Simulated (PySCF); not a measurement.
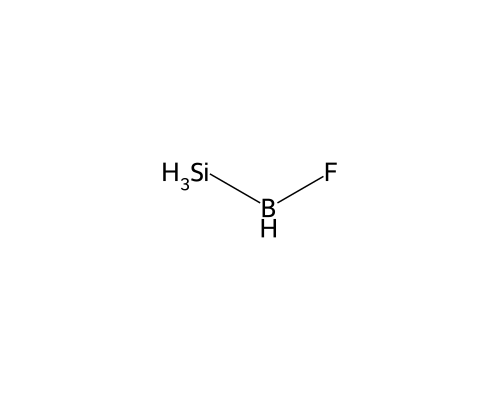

A structural formula.

> Write the SMILES.

FB[SiH3]

> What is the molecular formula?

BFH4Si.

The parts below concern this one geometry. Atoms keep their numbers from picture to picture. The computed structure is the end point of a PBE0-D3(BJ)/def2-SVP optimisation. No frequency run is at hand to confirm it as a minimum.

**Core levels**

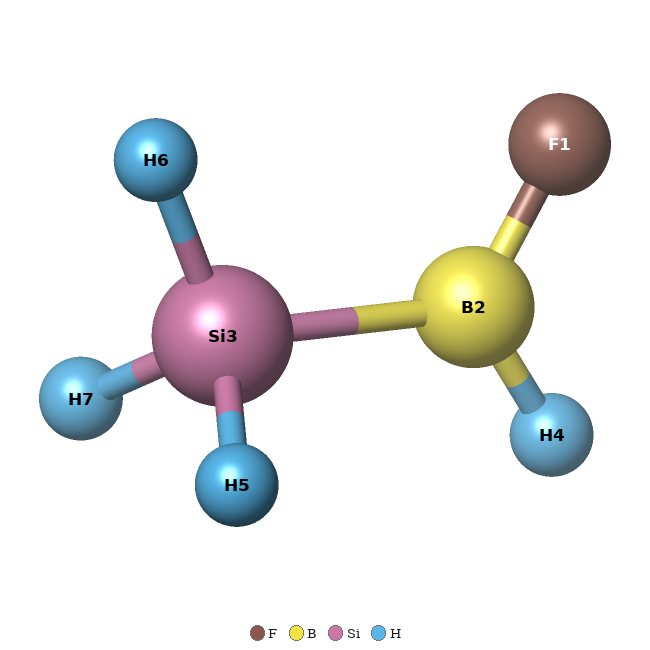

No frequency run is at hand to confirm it as a minimum. Level of theory: delta-SCF UKS SCAN, pcX-2 on the ionised atom, pcseg-1 elsewhere, non-relativistic (PySCF 2.14.0).

Give the core-electron binding energies (to vacuum; p and d levels without spin–orbit splitting) of F1 1s, B2 1s, Si3 1s, Si3 2p.

```tsv
atom	level	binding energy (eV)
F1	1s	692.9
B2	1s	198.1
Si3	1s	1842.1
Si3	2p	107.0
```

**Quadrupole coupling**

No frequency run is at hand to confirm it as a minimum. Electric field gradients from the ground-state density, PBE0/6-31G* (PySCF 2.14.0), non-relativistic apart from any core potentials.

Give the largest field-gradient component, the quadrupole coupling constant and the asymmetry for 11B at B2 (Q = 40.59 mb), 2H at H4 (Q = 2.86 mb), 2H at H5 (Q = 2.86 mb).

```
atom  V_zz (a.u.)  e²qQ/h (MHz)     η
  B2        0.436          4.16  0.52
  H4        0.184         0.124  0.07
  H5        0.146         0.098  0.01
```

**Dipole moment**

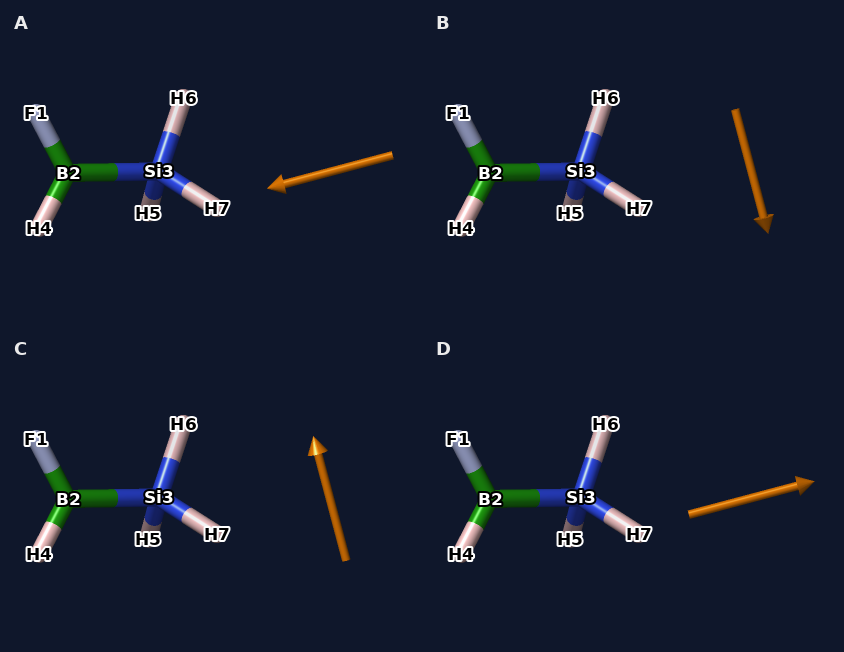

The same molecule four times, each with an arrow. No frequency run is at hand to confirm it as a minimum. Method: PBE0/aug-cc-pVDZ, gas phase (PySCF 2.14.0).

> Which arrow points along the dipole moment, from the negative to the positive end?

B. The dipole moment is 0.53 D; it points from the side of F1 to the side of H5, H7 (the outermost atoms at the two ends).
